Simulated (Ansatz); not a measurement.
## Ligand exchange: GaH2Br + BH2(NH2) → GaH2(NH2) + BH2Br

Species: GaH2Br `[GaH2][Br]`, singlet; BH2(NH2), singlet; GaH2(NH2), singlet; BH2Br `BBr`, singlet. The partners trade Br for NH2: Ga–Br and B–NH2 bonds give way to Ga–NH2 and B–Br.

Shapes, held fixed at every level: PBE0-D4/def2-TZVP. Programs: Ansatz 0.2.0. The zero-point and thermal change to 298 K, harmonic and unscaled (PBE0-D4/def2-TZVP), is -6.5 kJ/mol.

```
               level                   kind  ΔH(298 K) (kJ/mol)  less CCSD(T)/def2-TZVPP
r2SCAN-D4/def2-TZVPP               meta-GGA              +142.2                     +7.4
 B3LYP-D4/def2-TZVPP          global hybrid              +145.6                    +10.8
      MP2/def2-TZVPP    perturbation theory              +133.4                     -1.4
    CCSD(T)/def2-SVP  coupled cluster or CI              +145.9                    +11.1
       CCSD/def2-SVP  coupled cluster or CI              +148.0                    +13.2
     CCSD/def2-TZVPP  coupled cluster or CI              +137.1                     +2.3
  CCSD(T)/def2-TZVPP  coupled cluster or CI              +134.8                      0.0
```

The highest level, CCSD(T)/def2-TZVPP, gives ΔH(298 K) = +134.8 kJ/mol; the levels span +133.4 to +148.0. The column of differences is taken from that level and isn't an error. No measured value is set beside it here. Relativity is left out for Br, Ga unless named. Correlated rows may include outer-core shells of Br, Ga, which these sets cover unevenly.

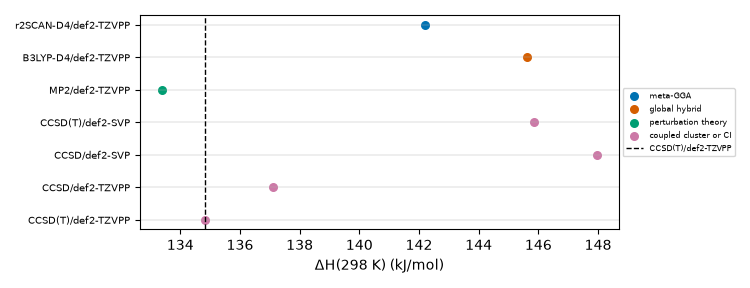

The values of the table, level by level.
